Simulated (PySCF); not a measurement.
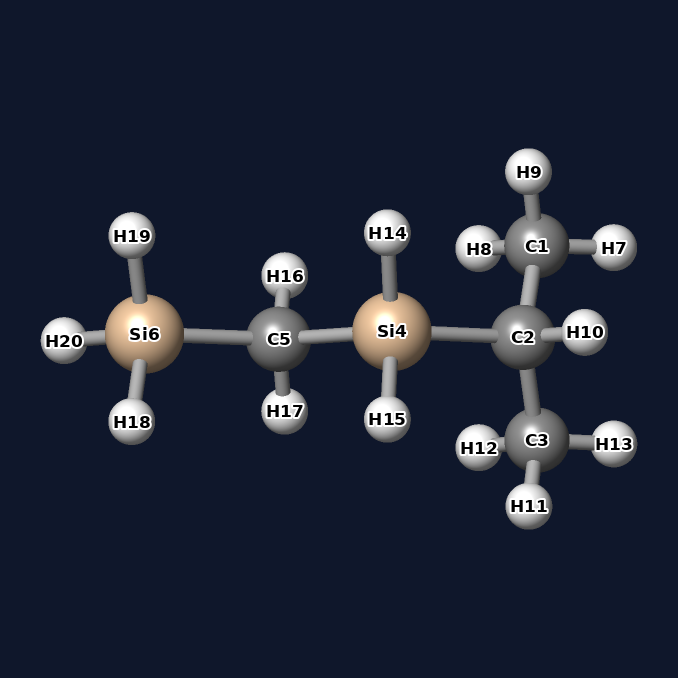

The thickness of each stick grows with its Mayer bond order. The computed structure is the end point of a GFN2-xTB optimisation. No frequency run is at hand to confirm it as a minimum. Method: PBE0/pcSseg-1 (PySCF 2.14.0).

List the Mayer bond orders of C1–C2, C2–Si4, C2–H10, C1–H9, C1–H8, C1–H7, Si4–C5, Si4–H14, C5–Si6, C5–H16, Si6–H18, Si6–H20 (one bond of each equivalent set).

| bond | Mayer order | length (Å) |
| --- | --- | --- |
| C1–C2 | 1.03 | 1.526 |
| C2–Si4 | 0.89 | 1.914 |
| C2–H10 | 0.94 | 1.095 |
| C1–H9 | 0.96 | 1.088 |
| C1–H8 | 0.96 | 1.088 |
| C1–H7 | 0.96 | 1.090 |
| Si4–C5 | 0.90 | 1.899 |
| Si4–H14 | 0.95 | 1.470 |
| C5–Si6 | 0.93 | 1.897 |
| C5–H16 | 0.93 | 1.090 |
| Si6–H18 | 0.95 | 1.464 |
| Si6–H20 | 0.95 | 1.468 |

The geometry is semi-empirical. Around Si such bond lengths and angles can be off by a tenth of an ångström or more and by several degrees, and values that hang on the shape move with them.
